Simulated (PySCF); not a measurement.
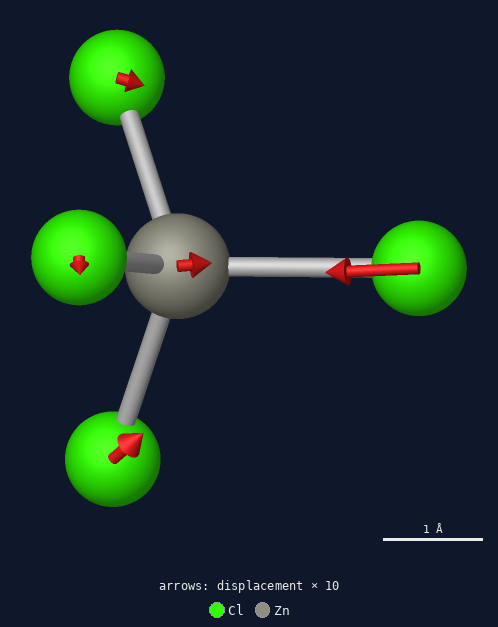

A relaxation of ZnCl₄ (charge −2). The starting structure is drawn; red arrows show the displacements, 10 times their true length. The two geometries are superimposed by the best rigid fit.

A ball-and-stick model, seen from a free direction.

The start comes from GFN2-xTB. Its atoms were then displaced at random by about 0.03 Å.

Method: PySCF 2.14.0, density-fitted response routines, PBE0-D3(BJ)/def2-SVP geometry optimisation, gas phase. 

> What did the optimiser do to the structure, and how much energy did it gain?

The largest move after the best rigid fit is that of a Cl atom, 0.100 Å. Largest moves by element: Cl 0.100 Å, Zn 0.036 Å. Among the contacts that change: Cl–Zn 2.464 → 2.332 Å, Cl–Zn 2.369 → 2.334 Å, Cl–Zn 2.306 → 2.333 Å, Cl–Zn 2.348 → 2.338 Å. Over 11 geometry steps the energy falls by 0.050 eV. The run took 57 s on 1 thread of Arm Neoverse V1, on a shared host.

Limits of the set-up: the basis has no diffuse functions, which an anion needs.
